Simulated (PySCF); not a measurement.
# ZrO(OH)₂: relaxation and vibrations of the singlet

Where does singlet ZrO(OH)₂ go from a T-shaped (ligand arrangement 1) start, is the end point a minimum, and what are its modes, charges and moments?

Program: PySCF 2.14.0. Level of theory: PBE0, basis Zr def2-TZVP with ECP28, O def2-TZVP, H def2-TZVP, scalar-relativistic core potentials, no spin–orbit coupling, density fitting. These are calculated values, not measurements.

## (1) The system as given

6 atoms, charge 0, spin multiplicity 1.

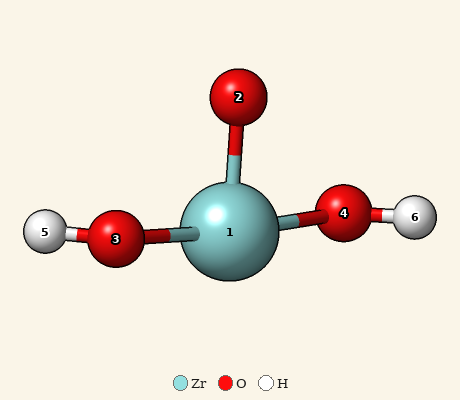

The starting geometry (zirconium light teal, oxygen red, hydrogen white); atoms are numbered from 1 in the order of the file.

Z-matrix (Å, degrees; charge 0 multiplicity 1):
```
Zr
O  1 1.8400
O  1 2.1700 2 88.00
O  1 2.1700 2 88.00 3 180.00
H  3 0.9600 1 130.00 2 89.99
H  4 0.9600 1 130.00 2 89.99
```

## (2) First SCF at the start

The steps below are one call of a driver around PySCF. For each, scf.py gives the equivalent set-up of the SCF; relaxations use the driver's own optimiser. After this first run the driver tries any further starts and a stability analysis.

The input, scf.py:

```python
from pyscf import gto, scf, dft
mol = gto.M(atom='''
Zr     0.000000     0.000000     0.000000
O      0.000000     0.000000     1.840000
O      2.168700     0.000000     0.075700
O     -2.168700     0.000000     0.075700
H      2.785400    -0.735400     0.097300
H     -2.785400     0.735400     0.097300''',
    basis={'Zr': 'def2-TZVP', 'O': 'def2-TZVP', 'H': 'def2-TZVP'},
    ecp={'Zr': 'def2-TZVP'},
    charge=0, spin=0)
mf = dft.RKS(mol, xc='PBE0')
mf.grids.atom_grid = (50, 194)
aux = {'Zr': 'def2-universal-JKFIT', 'O': 'def2-universal-JKFIT', 'H': 'def2-universal-JKFIT'}
mf = mf.density_fit(auxbasis=aux)
mf.conv_tol = 1e-08
mf.diis_space = 10
mf.max_cycle = 60
mf.init_guess = 'minao'
mf.verbose = 4
mf.kernel()
```

Launch:

```console
$ OMP_NUM_THREADS=4 python axn.py task.json out
```

After this run come: Relaxation: T-shaped (ligand arrangement 1) start, singlet; Is it a minimum? Harmonic modes; Leaving the saddle point; Vibrations and properties at this point.

**Question.** What will these runs give? Wanted: minimum; geometry; wavenumbers; dipole moment; highest occupied, lowest empty level; polar-tensor charge of Zr1; zero-point energy; atomisation energy.

As calculated:

| quantity | value |
| --- | --- |
| minimum | singlet, Cs |
| geometry | O–H 0.956 Å (×2), Zr–O 1.749 Å, Zr–O 1.969 Å (×2); H–O–Zr 137.6° (×2), O–Zr–O 113.6° (×2), O–Zr–O 117.4° |
| wavenumbers (cm⁻¹) | 101 (a'), 174 (a'), 202 (a''), 386 (a'), 411 (a''), 483 (a''), 510 (a'), 659 (a'), 678 (a''), 958 (a'), 3953 (a''), 3955 (a') |
| dipole moment | 2.83 D |
| highest occupied, lowest empty level | -8.15, -2.40 eV |
| polar-tensor charge of Zr1 | +2.43 e |
| zero-point energy | 74.6 kJ/mol |
| entropy at 298.15 K | 328.7 J/(mol K) |
| atomisation energy (no zero-point energy) | 2624 kJ/mol |

**Reading.** The T-shaped (ligand arrangement 1) start (C2) ends in a minimum of Cs symmetry, after a stop at a saddle point 3.7 kJ/mol higher, from which it was pushed off along an imaginary mode. The strongest infrared band lies at 386 cm⁻¹ (a'). Other starts or spin states, not run here, may lie lower.
